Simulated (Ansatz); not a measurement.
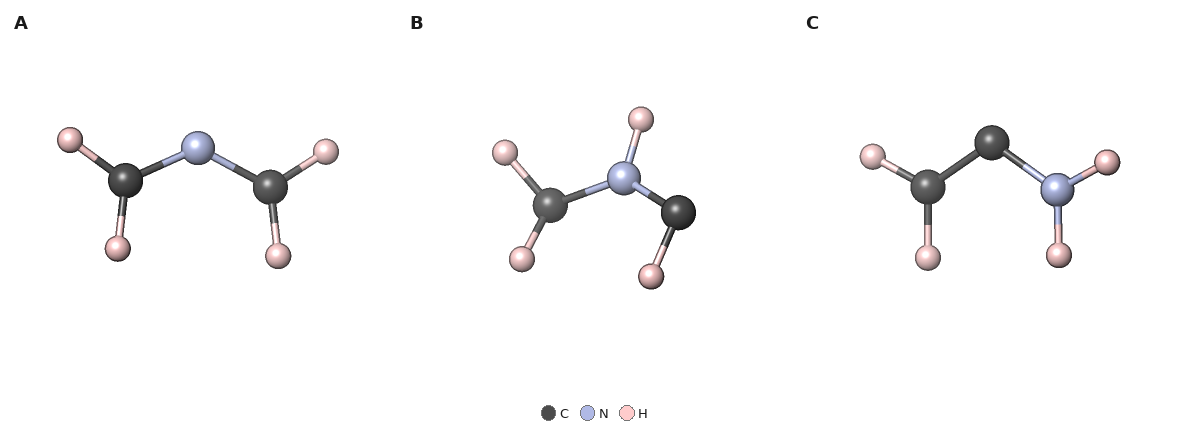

3 stationary structures of one formula. Charge −1, singlet. Geometries: PBE-D4/def2-SVPD. Electronic energies: PBE-D4/def2-SVPD (Ansatz 0.2.0), without zero-point energy. No frequency run is at hand to confirm each as a minimum. Each is one conformer, not always the lowest.

Question: Which structure is the most stable?

Answer: A is lowest (C2v); C lies 51.8 kJ/mol above it (Cs), B lies 161.2 kJ/mol above it (C1).
